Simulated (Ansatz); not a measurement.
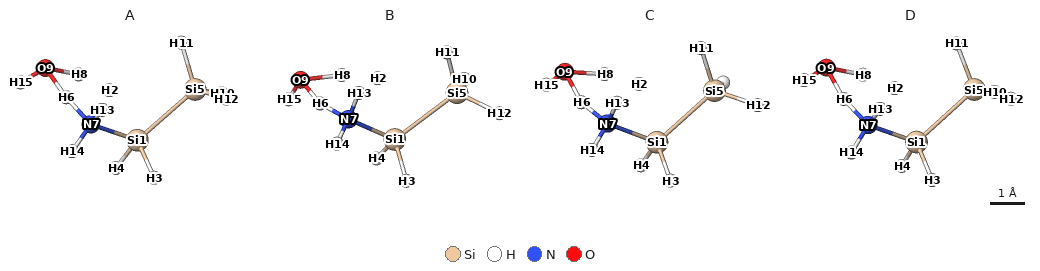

4 geometries from one constrained relaxation of Si2NH11O, in shuffled order. A ball-and-stick model, seen at a tilt.

The reaction that was planned forms Si1–N7, H6–O9, H2–H8 and breaks Si1–H2, H6–N7, H8–O9 (atoms numbered from 1 in input order).

Level of theory: RKS PBE0-D4/def2-SVP in Ansatz. Set-up: held fixed: the distance between atoms 1 (Si) and 7 (N), the distance between atoms 6 (H) and 9 (O), the distance between atoms 2 (H) and 8 (H), the distance between atoms 1 (Si) and 2 (H), the distance between atoms 6 (H) and 7 (N), the distance between atoms 8 (H) and 9 (O), counting from 1; force threshold 0.04 eV/Å; at most 150 steps.

> Order the frames from highest to lowest energy.

A, D, C, B. They are steps 0, 4, 7, 15, at +26.2 kJ/mol, +6.41 kJ/mol, +2.75 kJ/mol relative to the last. The atom that moves furthest after the best rigid fit is H12 (0.84 Å). Largest moves by element: H 0.84 Å, O 0.48 Å, N 0.19 Å, Si 0.17 Å. Some distances before and after: Si5–H11 1.466 → 1.498 Å, Si1–Si5 2.297 → 2.327 Å, Si1–H4 1.461 → 1.490 Å, N7–H13 1.012 → 1.022 Å. Among the angles between lasting bonds that change: H4–Si1–Si5 135.8° → 118.4°, Si1–Si5–H11 114.9° → 107.0°, H3–Si1–Si5 103.1° → 109.6°. Groups turn about Si1–N7 by about 30°, Si1–Si5 by about 30°. Over 15 geometry steps the energy falls by 26.2 kJ/mol. Largest force component: 0.61 eV/Å at the start, 0.018 eV/Å at the end. The run took 17 s on 8 threads of Arm Neoverse V2, with other jobs on the host.
